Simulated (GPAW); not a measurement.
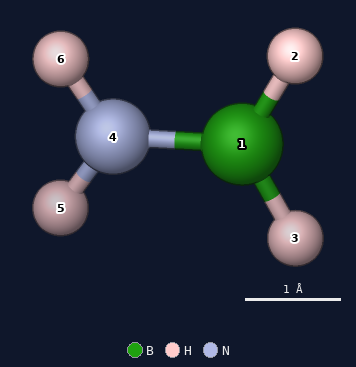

Figure 1. The structure as given in the input (ball-and-stick view, seen at a tilt; atoms are numbered from 1 in the order of the input). Bond lengths as drawn: B–H 1.17 Å, B–N 1.38 Å and H–N 1.01 Å.

## BNH4: property calculation

System: BNH4 (BH2(NH2)), SMILES [H]B([H])N.
Method: HSE06/plane waves, scalar-relativistic datasets (GPAW 26.7.0).

The geometry comes from this level: GFN2-xTB.

**The input (run.py)**
```python
import numpy as np
from ase.io import read
from ase.units import Debye
from gpaw import GPAW, PW

# Atomic positions
mol = read('run.xyz')
mol.center(vacuum=4.5)

# Calculator
calc = GPAW(mode=PW(500), xc='HSE06', maxiter=100, symmetry='off', txt='-')
mol.calc = calc

energy = mol.get_potential_energy()
print(f'Energy                  {energy:.5f} eV')
forces = mol.get_forces()
print('Forces (eV/Ang)')
for symbol, f in zip(mol.symbols, forces):
    print(f'{symbol:2} {f[0]:9.4f} {f[1]:9.4f} {f[2]:9.4f}')
dipole = mol.get_dipole_moment() / Debye
print(f'Dipole = {np.linalg.norm(dipole):.3f} D')
homo, lumo = calc.get_homo_lumo()
print(f'HOMO                    {homo:.3f} eV')
print(f'LUMO = {lumo:.3f} eV')
print(f'Gap                     {lumo - homo:.3f} eV')
```

**File run.xyz**
```
6

B      0.341950     0.595150     0.003650
H      1.330110     0.674300     0.627440
H     -0.078600     1.496820    -0.614110
N     -0.345390    -0.598720    -0.003870
H     -1.199300    -0.750580    -0.515060
H     -0.048780    -1.416960     0.501960
```

Command:
```bash
OMP_NUM_THREADS=1 python run.py
```

**The program's output**
```
__  _  _
 | _ |_)|_||  |
 |__||  | ||/\| - 26.7.0

units:  Angstrom and eV
cores:  1
OpenMP: False

Versions:
  Python: 3.12.14
  ASE:    3.29.0
  Numpy:  2.5.5
  Scipy:  1.18.1
  Libxc:  7.0.0

        _gpaw.cpython-312-aarch64-linux-gnu.so

Input parameters:
  mode=PW(ecut=500.0),
  maxiter=100,
  symmetry=Symmetry(point_group=False, time_reversal=False),
  xc=XC(name='HSE06')

Diagonalizing LCAO Hamiltonian
Converting LCAO to pw mode
        .---------------------------.
       /|                           |
      / |                           |
     /  |                           |
    /   |                           |
   /    |                           |
  /     |                           |
 *      |                           |
 |      |                           |
 |      |             H             |
 |      |        H B                |
 |      |      H                    |
 |      |                           |
 |      .---------------------------.
 |     /                           /
 |    /                           /
 |   /                           /
 |  /                           /
 | /                           /
 |/                           /
 *---------------------------*

Atoms  # Å, Bohr magnetons
|   | symbol |        x |        y |        z |    initial magnetic moments |
|---|--------|----------|----------|----------|-----------------------------|
| 0 |      B | 6.041250 | 6.512110 | 5.117760 | ( 0.0000,  0.0000,  0.0000) |
| 1 |      H | 7.029410 | 6.591260 | 5.741550 | ( 0.0000,  0.0000,  0.0000) |
| 2 |      H | 5.620700 | 7.413780 | 4.500000 | ( 0.0000,  0.0000,  0.0000) |
| 3 |      N | 5.353910 | 5.318240 | 5.110240 | ( 0.0000,  0.0000,  0.0000) |
| 4 |      H | 4.500000 | 5.166380 | 4.599050 | ( 0.0000,  0.0000,  0.0000) |
| 5 |      H | 5.650520 | 4.500000 | 5.616070 | ( 0.0000,  0.0000,  0.0000) |

Unit cell  # Å
| periodic |         x |         y |         z |   lengths |    angles |
|----------|-----------|-----------|-----------|-----------|-----------|
|       no | 11.529410 |  0.000000 |  0.000000 | 11.529410 | 90.000000 |
|       no |  0.000000 | 11.913780 |  0.000000 | 11.913780 | 90.000000 |
|       no |  0.000000 |  0.000000 | 10.241550 | 10.241550 | 90.000000 |

Number of symmetries: 1
Symmetry operations  # r_c * U_cc + t_c -> r_c
|   | kind |            matrix            |
|---|------|------------------------------|
| 0 |  E   |  1, 0, 0,  0, 1, 0,  0, 0, 1 |

BZ-sampling:
  Number of BZ points: 1
  Number of IBZ points: 1

  Monkhorst-Pack size: [1, 1, 1]
  Monkhorst-Pack shift: [0, 0, 0]

K-points  # in reciprocal-cell coordinates
|   |                                coordinates |     weight |
|---|--------------------------------------------|------------|
| 0 | (  0.00000000,   0.00000000,   0.00000000) | 1.00000000 |

Plane wave coefficients: 17841
Cutoff: 500.0 eV

Spin-components: 1 (collinear spins)
Bands:           12
Projectors:      22
Spin-degeneracy: 2
Datatype:        float64

  Storage: CPU
  Wave functions: 3_425_472 bytes (3_425_472 per core)
  Projectors: 7_992_768 bytes (7_992_768 per core)

Parallelization:
  kpt:    1
  domain: 1
  band:   1

Density:
  Valence electrons: 12.0
  Components: 1
  Grid points: [60 63 54]
  Charge: 0.0  # |e|

Potential:
  Grid points: [60 63 54]

species:
  B:
    name:    Boron
    Z:       5.0
    valence: 3
    core:    2
    charge:  0.0  # [|e|]
    file:    B.PBE.gz
    compensation charges:
      type: gauss
      rc: 0.20  # [Å]
      lmax: 2
    cutoffs:
      filter: 1.14  # [Å]
      core: 1.38  # [Å]
    projectors
    | kind |    occ | energy [eV] | rcut [Å] |
    |------|--------|-------------|----------|
    |   2s |  2.000 |      -9.443 |    0.635 |
    |   2p |  1.000 |      -3.606 |    0.635 |
    |    s |        |      17.768 |    0.635 |
    |    p |        |      23.605 |    0.635 |
    |    d |        |       0.000 |    0.635 |

    Using partial waves for B as LCAO basis

  H:
    name:    Hydrogen
    Z:       1.0
    valence: 1
    core:    0
    charge:  0.0  # [|e|]
    file:    H.PBE.gz
    compensation charges:
      type: gauss
      rc: 0.15  # [Å]
      lmax: 2
    cutoffs:
      filter: 0.85  # [Å]
      core: 0.53  # [Å]
    projectors
    | kind |    occ | energy [eV] | rcut [Å] |
    |------|--------|-------------|----------|
    |   1s |  1.000 |      -6.494 |    0.476 |
    |    s |        |      20.717 |    0.476 |
    |    p |        |       0.000 |    0.476 |

    Using partial waves for H as LCAO basis

  N:
    name:    Nitrogen
    Z:       7.0
    valence: 5
    core:    2
    charge:  0.0  # [|e|]
    file:    N.PBE.gz
    compensation charges:
      type: gauss
      rc: 0.18  # [Å]
      lmax: 2
    cutoffs:
      filter: 1.11  # [Å]
      core: 0.96  # [Å]
    projectors
    | kind |    occ | energy [eV] | rcut [Å] |
    |------|--------|-------------|----------|
    |   2s |  2.000 |     -18.583 |    0.603 |
    |   2p |  3.000 |      -7.089 |    0.529 |
    |    s |        |       8.629 |    0.603 |
    |    p |        |      20.123 |    0.529 |
    |    d |        |       0.000 |    0.577 |

    Using partial waves for N as LCAO basis

Reference energy: -2201.171720  # eV

eigensolver:
  PPCG
  Converge bands: occupied
  niter=2

density mixing:
  MSR1-Mixer
  Pratt-step length: 0.05
  Maximum mixing coefficient: 0.75
  Old densities: 10
  SVD Regularization: 0.005
  Good broyden scale: 1.0
  Trust region scale: 1.0
  Backstep threshold: 4.0
  History deletion threshold: 6.0
  Fourier metric: weight=20.0, sigma=0.015

occupation numbers:
  # Zero width

poisson solver:
  ecut: 4000.0  # eV

xc functional:
  name: HYB_GGA_XC_HSE06 with 2 nearest neighbor stencil

Initialization done in: 1.132 s

convergence criteria:
- Maximum [total energy] change in last 3 cyles: 0.0005 eV / valence electron
- Maximum integral of absolute [dens]ity change: 0.0001 electrons / valence electron
- Maximum integral of absolute [eigenst]ate change: 4e-08 eV^2 / valence electron
maximum number of iterations: 100

IBZ(<points: 1, symmetries: 1>)
Occupied bands: 6
Transforming wave functions from IBZ to BZ: 0.005 seconds
Distributing wave functions and iFFT-ing to real space: 0.032 seconds
SCF iterations
|iter     |     time |      energy | eigst |  dens |
|---------|----------|-------------|-------|-------|
|iter:   1| 00:00:04 | -111.211722 | +0.84 |       |
|iter:   2| 00:00:10 |  -35.096658 | -0.54 | -0.45 |
|iter:   3| 00:00:16 |  -32.589312 | -0.76 | -0.52 |
|iter:   4| 00:00:22 |  -31.619432 | -0.60 | -0.76 |
|iter:   5| 00:00:28 |  -31.717640 | -1.42 | -1.40 |
|iter:   6| 00:00:33 |  -31.710866 | -2.35 | -1.62 |
|iter:   7| 00:00:39 |  -31.708008 | -3.15 | -1.92 |
|iter:   8| 00:00:45 |  -31.706128c| -3.10 | -2.18 |
|iter:   9| 00:00:51 |  -31.706630c| -3.81 | -2.85 |
|iter:  10| 00:00:57 |  -31.706457c| -4.35 | -2.74 |
|iter:  11| 00:01:03 |  -31.706471c| -5.75 | -3.49 |
|iter:  12| 00:01:09 |  -31.706471c| -6.65 | -4.06c|
|iter:  13| 00:01:15 |  -31.706471c| -8.09c| -4.43c|

Converged in 13 steps
SCF loop duration: 73.711 s (5.670 s/step)
Energy contributions relative to reference atoms: (reference = -2201.171720)

Energy contributions:
  Kinetic:          26.911232
  Coulomb:         -29.086670
  Zero:             -0.070909
  External:          0.000000
  Xc:               46.769575
  Entropy:           0.000000
  Spinorbit:         0.000000
  Hybrid_Xc_Cc:       -47.453491
  Hybrid_Xc_Vc:        -2.161878
  Hybrid_Xc_Vv:       -26.614331
  ----------------------------
  Free energy:     -31.706471
  Extrapolated:    -31.706471

dipole moment: (-0.199835, -0.346392, -0.002152)  # |e|*Ang

Fermi level: -4.265
Eigenvalues  # (at kpt = [0.000, 0.000, 0.000])
| band index |      eig [eV] | occ [0-2] |
|------------|---------------|-----------|
|          0 |       -23.951 |     2.000 |
|          1 |       -14.270 |     2.000 |
|          2 |       -13.820 |     2.000 |
|          3 |       -10.542 |     2.000 |
|          4 |        -8.471 |     2.000 |
|          5 |        -8.130 |     2.000 |
|          6 |        -0.400 |     0.000 |
|          7 |        -0.092 |     0.000 |
|          8 |         0.439 |     0.000 |
|          9 |         0.692 |     0.000 |
|         10 |         0.870 |     0.000 |
|         11 |         0.977 |     0.000 |

Gap: 7.730 eV
Transition (v -> c):
  (s=0, k=0, n=5, [0.00, 0.00, 0.00]) -> (s=0, k=0, n=6, [0.00, 0.00, 0.00])
No difference between direct/indirect transitions
vacuum-level: 0.167  # V
Energy                  -31.70647 eV

Forces  # eV/Ang
|        x |        y |        z |
|----------|----------|----------|
| -0.11109 | -0.21104 | -0.00079 |  # B    0
|  0.52555 |  0.04916 |  0.33579 |  # H    1
| -0.22711 |  0.48125 | -0.33219 |  # H    2
| -0.15315 | -0.34740 |  0.00653 |  # N    3
| -0.07529 |  0.04547 | -0.05952 |  # H    4
|  0.07179 | -0.04575 |  0.06133 |  # H    5

Force computation time: 1.344  # s
Forces (eV/Ang)
B    -0.1111   -0.2110   -0.0008
H     0.5256    0.0492    0.3358
H    -0.2271    0.4813   -0.3322
N    -0.1531   -0.3474    0.0065
H    -0.0753    0.0455   -0.0595
H     0.0718   -0.0458    0.0613
Dipole = 1.921 D
HOMO                    -8.130 eV
LUMO = -0.400 eV
Gap                     7.730 eV
```

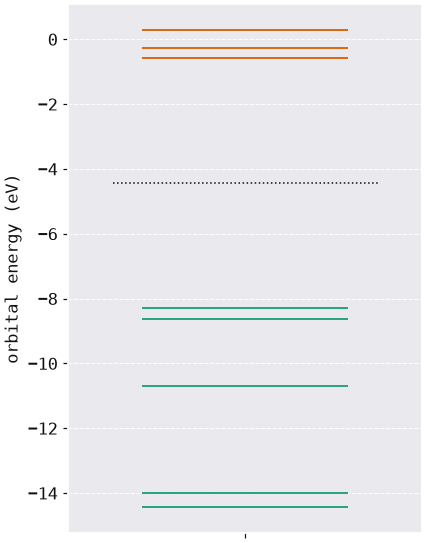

Figure 2. Orbital energies near the frontier; the dotted line parts filled from empty levels, and levels within 0.02 eV of each other stand side by side. Highest filled −8.30 eV, lowest empty −0.57 eV, 7.73 eV apart.

**Key numbers**

```tsv
quantity	value
outcome	converged
energy relative to the program's reference atoms	−31.7065 eV
largest force	0.627 eV/Å
HOMO	−8.30 eV
LUMO	−0.57 eV
dipole moment	1.92 D
hardware	1 thread of Arm Neoverse V1, 112 GiB of memory available, shared host
wall time	77 s
peak memory	0.5 GiB
```
